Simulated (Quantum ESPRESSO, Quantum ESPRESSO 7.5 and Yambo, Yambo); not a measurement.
**How the form of the self-energy moves the gap of BiOCl (P4/nmm)**

Aim: compare treatments of exchange, screening and correlation for the gap of BiOCl (P4/nmm).

Program: Quantum ESPRESSO 7.5 and Yambo 5.3.0. Level of theory: PBEsol and many-body steps on it, plane waves. Results are calculated unless marked as measured.

**Experimental background.**

- Gap 3.44 eV: optical gap from Tauc plot; UV-vis diffuse reflectance; powder (hydrothermal powder) (“Synergistic Piezo-Photocatalysis of BiOCl/NaNbO3 Heterojunction Piezoelectric Composite for High-Efficient Organic Pollutant Degradation”, 2022, pmc:8839476).

- Gap 3.36 eV: optical gap from Kubelka-Munk/Tauc analysis; UV-vis diffuse reflectance; powder (solvothermal hierarchical microspheres made without additive) (“Hydrothermal Crystallization of Bismuth Oxychlorides (BiOCl) Using Different Shape Control Reagents”, 2021, pmc:8123882).

This is a report of a sequence of runs, with most program output left out.

### 1. Starting point

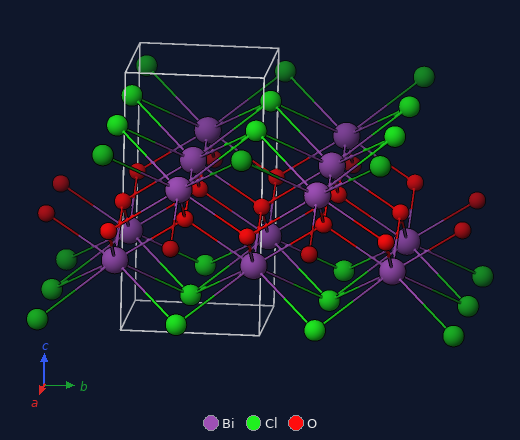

Start, viewed slightly off an axis; bismuth purple, chlorine green, oxygen red. 2×2×1 cells are drawn. Some periodic images of atoms are drawn too.

The cell and positions come from the Crystallography Open Database and are kept as given unless a step says otherwise. Spin-orbit coupling is left out unless a step names it.

### 2. Empty states on the mesh, 4×4×2 mesh, 367 bands

This step: Quantum ESPRESSO 7.5; DFT, PBEsol, plane waves, norm-conserving pseudopotentials.

The sums over transitions need many empty states on a uniform mesh; this step solves for them.

Input file pw.in:

```
&control
  calculation = 'nscf'
  prefix = 'x'
  outdir = 'o'
  pseudo_dir = 'pseudo'
/
&system
  ibrav = 0
  nat = 6
  ntyp = 3
  ecutwfc = 76.0
  nbnd = 367
  force_symmorphic = .true.
/
&electrons
  conv_thr = 1e-9
  electron_maxstep = 80
  diago_full_acc = .true.
  diago_thr_init = 5e-6
/
ATOMIC_SPECIES
  Bi 208.98 Bi.upf
  Cl 35.45 Cl.upf
  O 15.999 O.upf
CELL_PARAMETERS angstrom
  3.8855100000 0.0000000000 0.0000000000
  0.0000000000 3.8855100000 0.0000000000
  0.0000000000 0.0000000000 7.3489000000
ATOMIC_POSITIONS crystal
  Bi 0.5000000000 0.0000000000 0.3290400000
  Bi 0.0000000000 0.5000000000 0.6709600000
  Cl 0.0000000000 0.5000000000 0.1472000000
  Cl 0.5000000000 0.0000000000 0.8528000000
  O 0.0000000000 0.0000000000 0.5000000000
  O 0.5000000000 0.5000000000 0.5000000000
K_POINTS automatic
  4 4 2 0 0 0
```

The run is started by

```
> OMP_NUM_THREADS=1 mpirun -n 4 pw.x -nk 4 -in pw.in > pw.out
```

Elapsed: 2.5 min, on 4 MPI ranks of Arm Neoverse V2, shared host; peak memory 1.3 GiB.

This step gave:

| Property | Result |
| --- | --- |
| gap | 2.627 eV |
| k of the valence top | 0, -0.5, -0.5 |
| k of the conduction bottom | 0, 0, -0.5 |
| least direct gap | 2.931 eV |
| k points computed | 12 |
| lowest point of the top converged band, above the valence top | 109.8694 eV |

On this mesh the gap is 2.627 eV.

The density comes from a self-consistent run that is not shown.

### 3. Conversion and set-up

This step: Yambo 5.3.0; conversion and set-up on PBEsol, plane waves, norm-conserving pseudopotentials.

The states are converted to the many-body program's format and the q mesh is built.

The run is started by

```
> (cd o/x.save; p2y > p2y.log; mv SAVE ../..); yambo > setup.log
```

It took 3.1 s on 1 MPI rank; peak memory 0.25 GiB.

### 4. G0W0, Godby-Needs plasmon pole

G0W0 replaces the xc potential by the self-energy, built once from these orbitals. Only a window of levels is corrected, while the sums run over the empty bands that the input names.

This step: G0W0 on PBEsol, plane waves, norm-conserving pseudopotentials.

Input file gw2.in:

```
HF_and_locXC
gw0
dyson
ppa
em1d
rim_cut
RandQpts= 1000000
RandGvec= 1 RL
EXXRLvcs= 76 Ry
VXCRLvcs= 304 Ry
Chimod= "HARTREE"
% BndsRnXp
 1 | 171 |
%
NGsBlkXp= 9 Ry
% LongDrXp
 1 | 1 | 1 |
%
% GbndRnge
 1 | 171 |
%
DysSolver= "n"
ExtendOut
PPAPntXp= 27.21138 eV
% QPkrange
 6 | 6 | 35 | 38 |
 2 | 2 | 35 | 38 |
 1 | 1 | 35 | 38 |
%
```

The run is started by

```
> OMP_NUM_THREADS=1 mpirun -n 4 yambo -F gw2.in -J gw2 -C gw2 > gw2.log
```

It took 6.3 min on 4 MPI ranks; peak memory 3.4 GiB.

Numbers from this step:

* G0W0 gap on the points computed: 3.755 eV
* starting gap on the mesh: 2.627 eV
* k of the valence top: 0, -0.5, -0.5
* k of the conduction bottom: 0, 0, -0.5
* least direct G0W0 gap on the computed points: 3.771 eV
* Z at the valence top: 0.7934
* Z at the conduction bottom: 0.8335

The gap on the mesh goes from 2.63 eV to 3.75 eV, a correction of +1.13 eV.

### 5. One-shot COHSEX

This step: one-shot COHSEX on PBEsol, plane waves, norm-conserving pseudopotentials.

Input file gw4.in:

```
HF_and_locXC
gw0
dyson
cohsex
em1s
rim_cut
RandQpts= 1000000
RandGvec= 1 RL
EXXRLvcs= 76 Ry
VXCRLvcs= 304 Ry
Chimod= "HARTREE"
% BndsRnXs
 1 | 171 |
%
NGsBlkXs= 9 Ry
% LongDrXs
 1 | 1 | 1 |
%
% GbndRnge
 1 | 171 |
%
DysSolver= "n"
ExtendOut
% QPkrange
 6 | 6 | 35 | 38 |
 2 | 2 | 35 | 38 |
 1 | 1 | 35 | 38 |
%
```

The run is started by

```
> OMP_NUM_THREADS=1 mpirun -n 4 yambo -F gw4.in -J gw4 -C gw4 > gw4.log
```

Run time: 4.6 min. Hardware: 4 MPI ranks; peak memory 3.4 GiB; 18 min of CPU time.

This step gave:

```yaml
quasiparticle_gap_on_the_points_computed: 4.583 eV
starting_gap_on_the_mesh: 2.627 eV
k_of_the_valence_top: 0, -0.5, -0.5
k_of_the_conduction_bottom: 0, 0, -0.5
least_direct_quasiparticle_gap_on_the_computed_points: 4.593 eV
z_at_the_valence_top: 1
z_at_the_conduction_bottom: 1
```

Against G0W0 in Yambo (4×4×2 mesh, 171 bands, screening to 122.5 eV, Godby-Needs plasmon pole), the gap moves by +0.828 eV.

### 6. One-shot Hartree-Fock

This step: one-shot Hartree-Fock on PBEsol, plane waves, norm-conserving pseudopotentials.

Input file gw5.in:

```
HF_and_locXC
rim_cut
RandQpts= 1000000
RandGvec= 1 RL
EXXRLvcs= 76 Ry
VXCRLvcs= 304 Ry
% QPkrange
 6 | 6 | 35 | 38 |
 2 | 2 | 35 | 38 |
 1 | 1 | 35 | 38 |
%
```

The run is started by

```
> OMP_NUM_THREADS=1 mpirun -n 4 yambo -F gw5.in -J gw5 -C gw5 > gw5.log
```

Run time: 12 s. Hardware: 4 MPI ranks; peak memory 3.3 GiB; 47 s of CPU time.

Numbers from this step:

* quasiparticle gap on the mesh: 9.842 eV
* starting gap on the mesh: 2.627 eV
* k of the valence top: 0, -0.5, -0.5
* k of the conduction bottom: 0, 0, -0.5
* least direct quasiparticle gap on the computed points: 10.59 eV

Against G0W0 in Yambo (4×4×2 mesh, 171 bands, screening to 122.5 eV, Godby-Needs plasmon pole), the gap moves by +6.087 eV.

### 7. Side by side

Times are wall times on 4 MPI ranks of Arm Neoverse V2, shared host, good to a factor of about two.

| run | mesh | bands | screening cutoff (eV) | DFT gap (eV) | gap on the mesh (eV) | direct (eV) | time |
| --- | --- | --- | --- | --- | --- | --- | --- |
| G0W0, Godby-Needs plasmon pole | 4×4×2 | 171 | 122.5 | 2.627 | 3.755 | 3.771 | 6.3 min |
| one-shot COHSEX | 4×4×2 | 171 | 122.5 | 2.627 | 4.583 | 4.593 | 4.6 min |
| one-shot Hartree-Fock | 4×4×2 | - | - | 2.627 | 9.842 | 10.589 | 12 s |

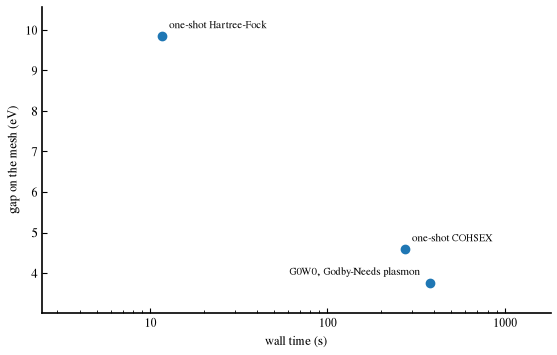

Result against wall time.

### 8. Outcome

```yaml
g0w0_godby_needs_plasmon_pole: 3.755 eV
one_shot_cohsex: 4.583 eV
one_shot_hartree_fock: 9.842 eV
known_limits: not at the basis limit; no spin-orbit coupling; coarse k mesh
```

In words: One-shot COHSEX: +0.828 eV against G0W0, Godby-Needs plasmon pole. One-shot Hartree-Fock: +6.087 eV against G0W0, Godby-Needs plasmon pole. Bare exchange alone opens the gap to 9.84 eV; against G0W0, correlation takes back 6.09 eV. Static COHSEX lies above G0W0: it lacks the factor Z and overstates the Coulomb hole of the filled states. Against experiment, by G0W0, Godby-Needs plasmon pole: the gap of 3.75 eV lies +0.31 eV from the measured 3.44 eV (optical, 2022); the gap of 3.75 eV lies +0.39 eV from the measured 3.36 eV (optical, 2021). An exciton line or allowed optical edge lies below the quasiparticle gap by the binding energy; a forbidden edge can push the onset above it. These are gaps on the mesh, at modest bands and cutoff. The calculation has static nuclei and no excitons; a measured gap holds zero-point and thermal motion, which mostly lowers it. With atoms this heavy the missing spin-orbit coupling can matter too. Bands and cutoff are finite, so the gap is not at the basis limit. The miss can reach some tenths of an eV and take either sign; the mesh is an error of its own. A denser mesh or path gives a starting gap of 2.55 eV: the GW mesh misses a band edge, so its gaps are not the fundamental one. The 4×4×2 mesh is coarse for this cell, which bears on the long-range parts of exchange and screening. Where an edge is built on 6p states of lead, bismuth or thallium, scalar-relativistic gaps usually stand too wide, by a few tenths to over one eV.

[Paths, hosts, dates, memory and timing lines, banners, echoed tables and standing remarks are left out of the program output.]

[Logs are printed without paths, hosts, clocks, repeated set-up lines and the standing remarks that a program may print on its own settings, such as how far it seeks lower states.]

[Runs of the session that timed out or met a known fault of the program may be left out.]

[Hosts, paths, dates, database ids (printed as entryN), source tags and the programs' standing remarks are cut or masked in the printed files.]
